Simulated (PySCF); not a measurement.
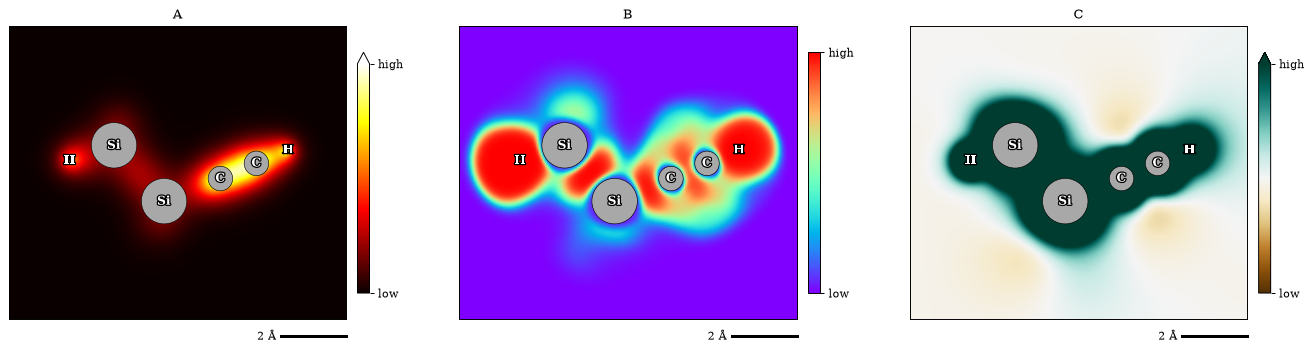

C₂H₇NSi₂: 3 fields on the plane of atoms C2, Si3 and Si5, with unlabelled colour scales. Grey discs cover the atomic cores.

Geometry: GFN2-xTB.

All numbers below come from CAM-B3LYP/def2-SVPD, SCF density, gas phase in PySCF 2.14.0.

```xyz
12

C    -1.7279    2.2789   -0.2669
C    -1.1483    1.2875    0.0918
Si   -0.2371   -0.2641    0.5835
N    -0.9318   -1.7012   -0.0825
Si    1.9571   -0.1447   -0.1129
H    -2.2381    3.1496   -0.5682
H    -0.4899   -0.4039    2.0256
H    -1.8722   -1.9565    0.1736
H    -0.7773   -1.9222   -1.0529
H     2.6822    0.8854    0.6368
H     2.0989    0.1927   -1.5347
H     2.6857   -1.4022    0.0807
```

**The panels show electron density, electron localisation function and electrostatic potential in some order. Assign them.**

Panel A: electron density. Panel B: electron localisation function. Panel C: electrostatic potential (strongly positive close to the atoms, with negative regions outside electron-rich atoms). From the grid: C–C (1.20 Å): ρ is about 2.8 e/Å³ halfway; the ELF peaks at about 0.85 between the atoms; a short, multiple covalent bond. C–Si (1.87 Å): ρ at the midpoint is about 0.92 e/Å³; the ELF peaks at about 1 between the atoms: a covalent bond.
